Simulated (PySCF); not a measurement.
**SnClF (SMILES [F][Sn][Cl]) at SVWN5/STO-3G**

What is the vertical singlet–triplet gap of SnClF at SVWN5/STO-3G? Input form: a Python script.

The results are computed with PySCF 2.14.0.

19 further runs of the same task are left out: 7 that didn't finish, 12 set aside as unsound or not needed.

## (1) The system as given

SnClF: 3 atoms, total charge 0, spin state singlet. As SMILES, `[F][Sn][Cl]`. The shape is that of a PBE0-D4/def2-TZVP optimisation.

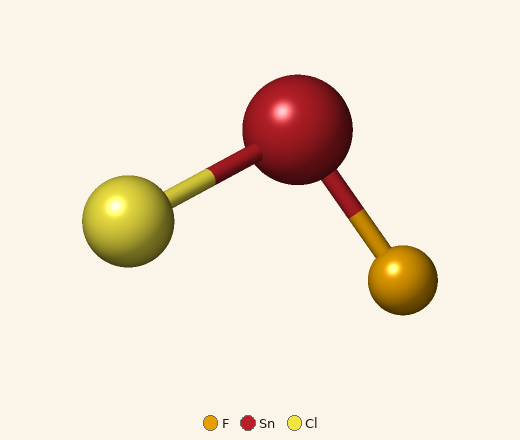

Viewed from a chosen angle; fluorine amber, tin red, chlorine yellow.

## (2) The energy at SVWN5/STO-3G

Input file input.py:

```python
from pyscf import gto, dft

mol = gto.Mole()
mol.atom = [
    ('F', (-1.389600, 0.223100, -0.744400)),
    ('Sn', (0.164300, 0.898100, 0.190700)),
    ('Cl', (1.214300, -1.186000, 0.540500)),
]
mol.basis = 'sto-3g'
mol.charge = 0
mol.max_memory = 1860
mol.verbose = 3
mol.build()

mf = dft.RKS(mol)
mf.xc = 'svwn'
mf.conv_tol = 1e-10
mf.grids.level = 5
mf.kernel()
if not mf.converged:
    mf = mf.newton().run(mf.mo_coeff, mf.mo_occ)

e_tot = mf.e_tot
print('E = %.10f Eh' % e_tot)
```

Run with:

```sh
$ OMP_NUM_THREADS=1 python input.py
```

The log of the run:

```text
converged SCF energy = -6511.05300866097
E = -6511.0530086610 Eh
```

Wall time 3 s (1 thread of Arm Neoverse V1, shared host); peak memory 0.16 GiB.

## (3) The triplet, same level

Input file geometry.xyz:

```xyz
3

F     -1.389600     0.223100    -0.744400
Sn     0.164300     0.898100     0.190700
Cl     1.214300    -1.186000     0.540500
```

Input file calc.py:

```python
from pyscf import gto, dft

molecule = gto.Mole()
molecule.atom = 'geometry.xyz'
molecule.verbose = 3
molecule.max_memory = 1860
molecule.basis = 'sto-3g'
molecule.charge = 0
molecule.spin = 2
molecule.build()

mf = dft.UKS(molecule)
mf.xc = 'svwn'
mf.grids.level = 5
mf.conv_tol = 1e-10
mf.kernel()
if not mf.converged:
    mf = mf.newton().run(mf.mo_coeff, mf.mo_occ)

e_final = mf.e_tot
print(f'total energy: {e_final:.8f} hartree')
```

Run with:

```sh
$ OMP_NUM_THREADS=1 python calc.py
```

The log of the run:

```text
WARN: HOMO -0.447607090051803 >= LUMO -0.569045901149711

WARN: HOMO 0.0433098177143143 >= LUMO -0.021676421735638

WARN: HOMO 0.00765892698770634 >= LUMO -0.0900691747717418

WARN: HOMO -0.0232553741964179 >= LUMO -0.109090922875836

WARN: HOMO -0.0196688106169062 >= LUMO -0.109812064187244

WARN: HOMO -0.0191598405993271 >= LUMO -0.108894187197619

WARN: HOMO -0.0192654270926214 >= LUMO -0.10901178103199

WARN: HOMO -0.019270979858724 >= LUMO -0.108989518016417

WARN: HOMO -0.0192697686900179 >= LUMO -0.108987288402622

WARN: HOMO -0.0192702595336997 >= LUMO -0.108987437804442

WARN: HOMO -0.0192702663606512 >= LUMO -0.108987248050041

converged SCF energy = -6510.9570588576  <S^2> = 2.0009664  2S+1 = 3.0006442
total energy: -6510.95705886 hartree
```

Wall time 4.8 s (1 thread of Arm Neoverse V1, shared host); peak memory 0.18 GiB.

## (4) Outcome

Level: SVWN5/STO-3G.

| quantity | value |
| --- | --- |
| singlet: total energy | -6511.05301 Eh |
| singlet: dipole moment | 2.69 D |
| singlet: HOMO energy | -3.15 eV |
| singlet: LUMO energy | -0.38 eV |
| singlet: HOMO–LUMO gap | 2.77 eV |
| triplet: total energy | -6510.95706 Eh |
| triplet: dipole moment | 3.01 D |
| triplet: HOMO energy (highest over α and β) | -0.52 eV |
| triplet: ⟨S²⟩ | 2.001 |
| vertical energy of the triplet above the singlet | 2.611 eV |

At this shape the triplet lies 2.61 eV (252 kJ/mol) above the singlet. In a minimal basis such a difference can be off by several eV, whatever the method. Mulliken charges (singlet) run from -0.37 on Cl3 to +0.50 on Sn2. Relativity is left out (singlet) although the molecule holds a heavy atom. Relativity is left out (triplet) although the molecule holds a heavy atom.
